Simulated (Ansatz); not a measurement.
# HCl (hydrogen chloride): levels of theory compared

Aim: a comparison of 6 runs (wB97M-V/3-21G, B3LYP/6-31G*, revPBE/6-31G*, wB97X/6-31G*, UMP2/3-21G, UCCSD(T)/6-31G*) of HCl (hydrogen chloride). 

Program for the calculation: Ansatz 0.2.0.

56 further runs of the same task are left out: 2 that didn't finish, 54 set aside as unsound or not needed.

### 1 The molecule

HCl has 2 atoms, charge 0, and is taken as a singlet. As SMILES, `Cl`. The H2–Cl1 distance was set to 1.918 Å, away from the relaxed value.

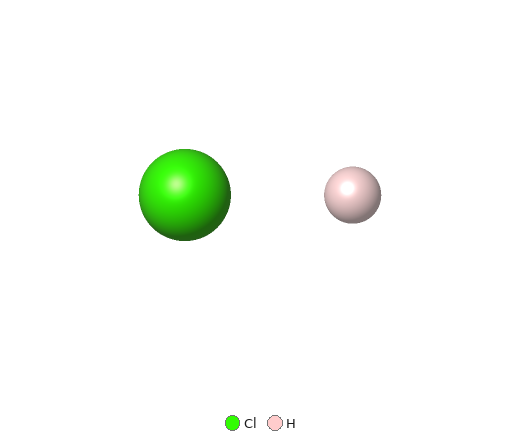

Viewed from a chosen angle; chlorine green, hydrogen pink.

### 2 The energy at wB97M-V/3-21G (run 1)

The input, input.yaml:

```yaml
crystal:
  periodic: [false, false, false]
  atoms:
    - {symbol: Cl, position_ang: [1.092011, -0.357004, 0.561606]}
    - {symbol: H, position_ang: [-0.546000, 0.178500, -0.280800]}
basis:
  gaussian: {orbitals: 3-21G.json}
magnetization: {spin_polarized: false}
hamiltonian: {xc: {name: wB97M-V}}
accuracy: high
```

The basis set 3-21G is read from a file made from the Basis Set Exchange's data (not shown).

Started as:

```
$ ansatz run input.yaml --threads 1 --pin off --max-ram 2610MiB --events-out events.jsonl --progress --plain --runs-dir runs
```

Log:

```text
Warning: RAYON_NUM_THREADS=1 ignored (pool sized by the plan → 1); use --threads N
Functional definition: wB97M-V
  name "wB97M-V"
  parameter omega = 0.3/bohr
  parameter cx = 0.15
  parameter cx01 = 1.007
  parameter cx10 = 0.259
  parameter css00 = 0.443
  parameter css04 = -1.437
  parameter css10 = -4.535
  parameter css20 = -3.390
  parameter css43 = 4.278
  parameter cos00 = 1.000
  parameter cos10 = 1.358
  parameter cos20 = 2.924
  parameter cos21 = -8.812
  parameter cos60 = -1.390
  parameter cos61 = 9.142
  parameter b = 6.0
  parameter c = 0.01
  gx(w, u) = 1 - cx + cx01*u + cx10*w
  gss(w, u) = css00 + css04*u^4 + css10*w + css20*w^2 + css43*w^4*u^3
  gos(w, u) = cos00 + cos10*w + (cos20 + cos21*u)*w^2 + (cos60 + cos61*u)*w^6
  exchange = spin_sum(e_x_unif_sr(omega)*gx(b97_w, b97_u_x)) + cx*exact_x_sr(omega) + exact_x_lr(omega)
  correlation = spin_sum(e_c_pw_mod_same_spin*gss(b97_w, b97_u_same))
      + integral(e_c_pw_mod_opposite_spin*gos(b97_w_opposite, b97_u_opposite)) + vv10(b, c)
255 factors; integrals over basis functions are off by at most 3.2e-9 eV
106 factors; integrals over basis functions are off by at most 1.5e-9 eV
mean field evaluation 1: about -12474.3761 eV, gradient 1.5e1 eV
mean field evaluation 2: about -12475.0184 eV, gradient 1.6e1 eV
mean field evaluation 4: about -12475.7480 eV, gradient 9.2e-2 eV
mean field evaluation 8: about -12475.7471 eV, gradient 1.4e-3 eV
mean field evaluation 16: about -12475.7471 eV, gradient 5.6e-9 eV
mean field -12475.74706812 eV, -458.4752483884 hartree, gradient 4.4e-9 eV, S^2 0.000000; 0 other end points of the search recorded, 0 dependent functions left out
reference -12475.74707005 eV, -458.4752484591 hartree; 9, 9 occupied and 6, 6 virtual orbitals, 255 factors
Total energy: -12475.74707005 eV, -458.4752484591 hartree
```

It took 3.6 s on 1 thread of Arm Neoverse V2, shared host; peak memory 0.14 GiB.

### 3 A single-point energy at B3LYP/6-31G(d) (spherical functions) (run 2)

The input, run.yaml:

```yaml
crystal:
  periodic: [false, false, false]
  atoms:
    - {symbol: Cl, position_ang: [1.092011, -0.357004, 0.561606]}
    - {symbol: H, position_ang: [-0.546000, 0.178500, -0.280800]}
basis:
  gaussian:
    orbitals: 6-31G_st_-spherical.json
total_charge: 0
hamiltonian:
  xc: {name: B3LYP}
accuracy: high
```

The basis set 6-31G* is read from a file made from the Basis Set Exchange's data (not shown).

Started as:

```
$ ansatz run run.yaml --threads 1 --pin off --max-ram 2610MiB --events-out events.jsonl --progress --plain --runs-dir runs
```

Log:

```text
Warning: RAYON_NUM_THREADS=1 ignored (pool sized by the plan → 1); use --threads N
Functional definition: B3LYP
  name "B3LYP"
  parameter a0 = 0.2
  parameter ax = 0.72
  parameter ac = 0.81
  exchange = (1 - a0 - ax)*slater_x + ax*b88_x + a0*exact_x
  correlation = (1 - ac)*vwn_rpa_c + ac*lyp_c
319 factors; integrals over basis functions are off by at most 3.1e-9 eV
mean field evaluation 1: about -12535.3328 eV, gradient 1.6e1 eV
mean field evaluation 2: about -12532.3389 eV, gradient 3.2e1 eV
mean field evaluation 4: about -12536.5595 eV, gradient 3.7e-1 eV
mean field evaluation 8: about -12536.5583 eV, gradient 9.6e-4 eV
mean field evaluation 16: about -12536.5583 eV, gradient 1.5e-8 eV
mean field -12536.55834599 eV, -460.7100216305 hartree, gradient 1.5e-8 eV, S^2 0.000000; 0 other end points of the search recorded, 0 dependent functions left out
reference -12536.55837144 eV, -460.7100225661 hartree; 9, 9 occupied and 11, 11 virtual orbitals, 319 factors
Total energy: -12536.55837144 eV, -460.7100225661 hartree
```

It took 0.44 s on 1 thread of Arm Neoverse V2, shared host.

### 4 A single-point energy at revPBE/6-31G(d) (spherical functions) (run 3)

The input, job.yaml:

```yaml
crystal:
  periodic: [false, false, false]
  atoms:
    - {symbol: Cl, position_ang: [1.092011, -0.357004, 0.561606]}
    - {symbol: H, position_ang: [-0.546000, 0.178500, -0.280800]}
basis:
  gaussian:
    orbitals: 6-31G_st_-spherical.json
hamiltonian:
  xc: {name: revPBE}
accuracy: high
```

The basis set 6-31G* is read from a file made from the Basis Set Exchange's data (not shown).

Started as:

```
$ ansatz run job.yaml --threads 1 --pin off --max-ram 2610MiB --events-out events.jsonl --progress --plain --runs-dir runs
```

Log:

```text
Warning: RAYON_NUM_THREADS=1 ignored (pool sized by the plan → 1); use --threads N
Functional definition: revPBE
  name "revPBE"
  parameter kappa = 1.245
  parameter beta = 0.06672455060314922
  exchange = pbe_x(kappa = kappa, mu = beta*pi^2/3)
  correlation = pbe_c(beta = beta)
319 factors; integrals over basis functions are off by at most 3.1e-9 eV
mean field evaluation 1: about -12532.9091 eV, gradient 1.5e1 eV
mean field evaluation 2: about -12526.8750 eV, gradient 4.0e1 eV
mean field evaluation 4: about -12533.9631 eV, gradient 9.2e-1 eV
mean field evaluation 8: about -12533.9649 eV, gradient 2.8e-4 eV
mean field evaluation 16: about -12533.9649 eV, gradient 1.3e-8 eV
mean field -12533.96485349 eV, -460.6147125392 hartree, gradient 1.2e-8 eV, S^2 0.000000; 0 other end points of the search recorded, 0 dependent functions left out
reference -12533.96485572 eV, -460.6147126213 hartree; 9, 9 occupied and 11, 11 virtual orbitals, 319 factors
Total energy: -12533.96485572 eV, -460.6147126213 hartree
```

It took 0.44 s on 1 thread of Arm Neoverse V2, shared host.

Runs 4 to 5 aren't shown in full; the table further down has their settings and results.

### 5 A single-point energy at UCCSD(T)/6-31G(d) (spherical functions) (run 6)

The input, job.yaml:

```yaml
crystal:
  periodic: [false, false, false]
  atoms:
    - {symbol: Cl, position_ang: [1.092011, -0.357004, 0.561606]}
    - {symbol: H, position_ang: [-0.546000, 0.178500, -0.280800]}
basis:
  gaussian: {orbitals: 6-31G_st_-spherical.json}
accuracy: high
correlation: {method: ccsd_t, frozen_orbitals: {Cl: 5, H: 0}}
scf: {omitted_lower_state_checks: [cluster_reference, increment]}
magnetization: {spin_polarized: true}
```

The basis set 6-31G* is read from a file made from the Basis Set Exchange's data (not shown).

Started as:

```
$ ansatz run job.yaml --threads 1 --pin off --max-ram 2610MiB --events-out events.jsonl --progress --plain --runs-dir runs
```

Log, cut to the lines that bear on the results:

```text
Warning: RAYON_NUM_THREADS=1 ignored (pool sized by the plan → 1); use --threads N
Functional definition: HF
  name "HF"
[...]
319 factors; integrals over basis functions are off by at most 3.1e-9 eV
[...]
mean field -12516.40058128 eV, -459.9692374411 hartree, gradient 2.7e-8 eV, S^2 0.501652; 14 other end points of the search recorded, 0 dependent functions left out
5 core orbitals not correlated: weight in the atoms' cores, before any rotation towards them, 1.000 or more for the frozen orbitals, at most 0.000 for the correlated occupied ones
reference -12516.40058128 eV, -459.9692374411 hartree; 4, 4 occupied and 11, 11 virtual orbitals, 319 factors
second order -3.19826249 eV of doubles, -0.00000000 eV of singles
cycle   1  -3.59568537 eV  change   -4.0e-1 eV  update   6.5e-2
[...]
cycle  26  -4.25063477 eV  change   1.8e-10 eV  update  1.3e-10
perturbative correction -0.14301037 eV, -0.0052555340 hartree
Total energy: -12520.79422642 eV, -460.1307009218 hartree
Checks for a lower state left out: cluster_reference, increment
```

It took 0.6 s on 1 thread of Arm Neoverse V2, shared host.

### 6 The series

```csv
run,level,frozen core orbitals,energy (Eh),wall time
1,wB97M-V/3-21G,–,-458.475248,3.6 s
2,B3LYP/6-31G* (spherical functions),–,-460.710023,0.44 s
3,revPBE/6-31G* (spherical functions),–,-460.614713,0.44 s
4,wB97X/6-31G* (spherical functions),–,-460.680678,1.6 s
5,UMP2/3-21G,5,-457.841112,0.16 s
6,UCCSD(T)/6-31G* (spherical functions),5,-460.130701,0.6 s
```

### 7 Outcome

```
                                          quantity          value
                               run 6: total energy  -460.13070 Eh
run 6: correlation energy (5 core orbitals frozen)     -161.5 mEh
                             run 6: (T) correction      -5.26 mEh
          run 6: ⟨S²⟩ of the reference determinant          0.502
                              run 6: T1 diagnostic          0.090
```

**Reading.** Totals of different functionals can't be ranked against each other. Spin contamination of the reference: run 6 ⟨S²⟩ = 0.50, run 5 ⟨S²⟩ = 0.48. All runs together took 6.9 s, the longest 3.6 s.
